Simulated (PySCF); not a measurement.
# C3H2O, SMILES `C#CC=O`: electronic structure

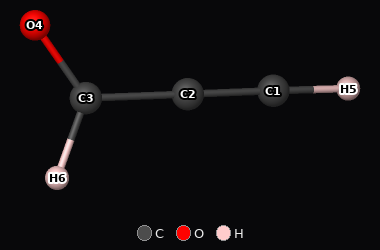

The molecule, with its atoms numbered as below. No frequency check shows the geometry to be a minimum.

Geometry (Å), atoms numbered from 1:

```
C1      -1.8548   -0.1444    0.0000
C2      -0.6791    0.1046    0.0000
C3       0.7208    0.3993    0.0000
O4       1.6055   -0.4121    0.0000
H5      -2.8853   -0.3516    0.0000
H6       0.9200    1.4906    0.0000
```

Part 1: In an electric field

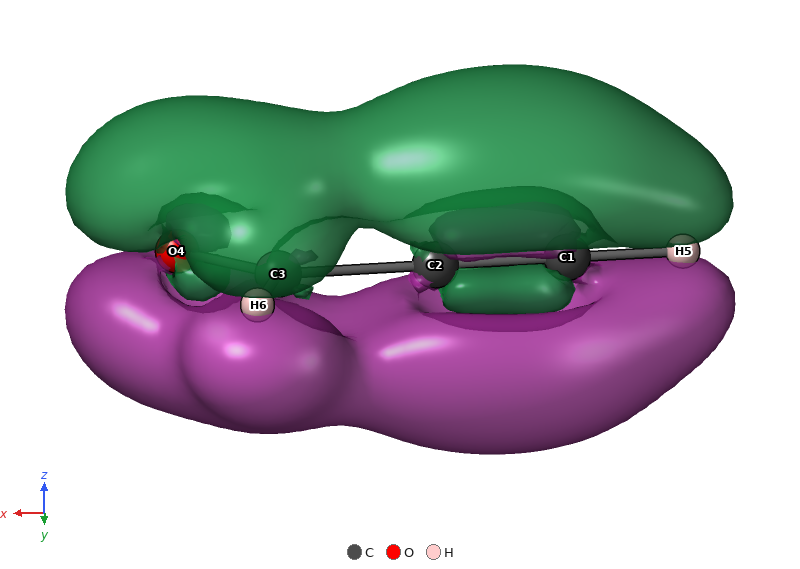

Change of the electron density in a uniform field of 0.41 V/Å, surfaces at ±0.0015 e/Å³ (green: gain, purple: loss).

Method: LDA (SVWN)/aug-cc-pVDZ; geometry: GFN2-xTB; program: PySCF.

The field was applied in both directions; the picture shows the one opposite to the script's first.

**Along which Cartesian direction does the field point?**

Along −z: electrons gather on the +z side, against the field.

**What dipole is induced, and what polarisability does it imply?**

The induced dipole is 0.51 D (along the field); α along this axis, from the fields in both directions, is 25 bohr³ (3.7 Å³).

Part 2: The π system

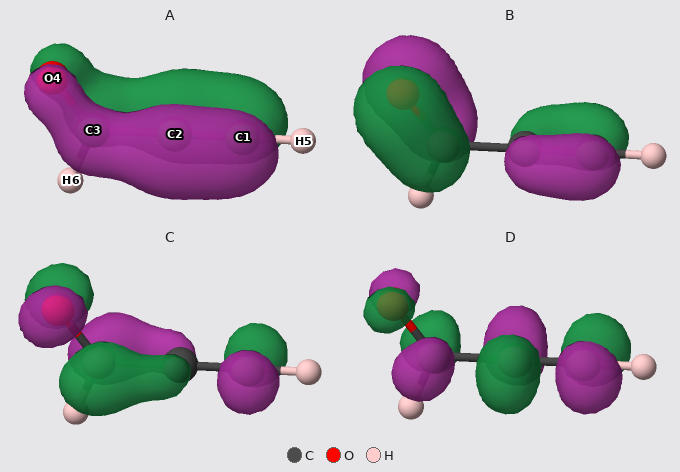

Natural orbitals of the π active space, CASSCF(4,4), singlet state, in order of falling occupation. The active space holds only one of the two perpendicular π systems.

PySCF calculation, def2-SVP basis, gas phase; geometry: GFN2-xTB.

**What are the natural occupation numbers?**

A 1.95, B 1.91, C 0.10, D 0.05.

**How multiconfigurational is the state?**

The leading determinant weighs 0.93; the effective number of unpaired electrons, Σ n²(2−n)², is 0.09; the most occupied of the weakly occupied orbitals holds 0.10 e, as in an ordinary closed-shell π system. The active space lowers the energy by 1.60 eV against Hartree–Fock.

**Where does the lowest triplet lie relative to the singlet, at this geometry and within this active space?**

4.87 eV above it by strongly contracted NEVPT2 (+4.60 eV by CASSCF); a small basis tends to put such gaps a few tenths of an eV too high. This is a vertical energy for π states alone; a state that uses lone pairs or σ orbitals may lie lower.

Part 3: Stretching a bond

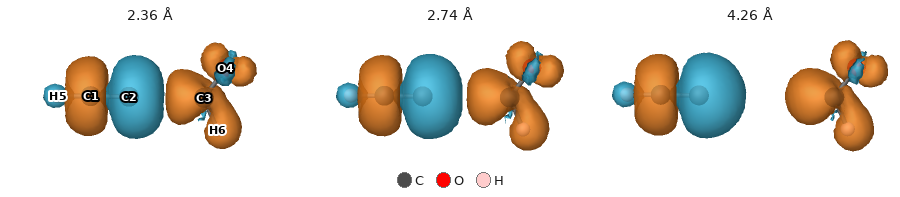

Rigid stretch of the C2–C3 bond. Broken-symmetry UHF spin density at ±0.03 e/Å³ (light blue: α, orange: β).

PySCF calculation, def2-SVPD basis, gas phase; geometry: GFN2-xTB.

UHF's ⟨S²⟩ passes 1 along the scan (up to 1.39), so it also polarises electrons outside the stretched bond; its energy lowering isn't due to that bond alone.

**How does the broken-symmetry solution share the spin, and how far is it from a pure singlet?**

At 4.26 Å excess α spin lies mostly on C2 and excess β on C1; the two could be swapped at no cost. ⟨S²⟩ is 0.92 at 2.36 Å, 1.24 at 2.74 Å and 1.39 at 4.26 Å, against 0 for a pure singlet and 1 for an equal mix of singlet and triplet.

**How much energy does the stretch cost?**

By CASSCF, 4.9 eV from the lowest point of the scan (1.52 Å) to 4.26 Å; RHF gives 8.4 eV from its own lowest point. The fragments aren't relaxed and dynamic correlation is missing, so this isn't a bond dissociation energy.

The PySCF runs shown took 14 s, 7.5 s and 5.2 min on 1 thread of Arm Neoverse V2, with other jobs on the host.
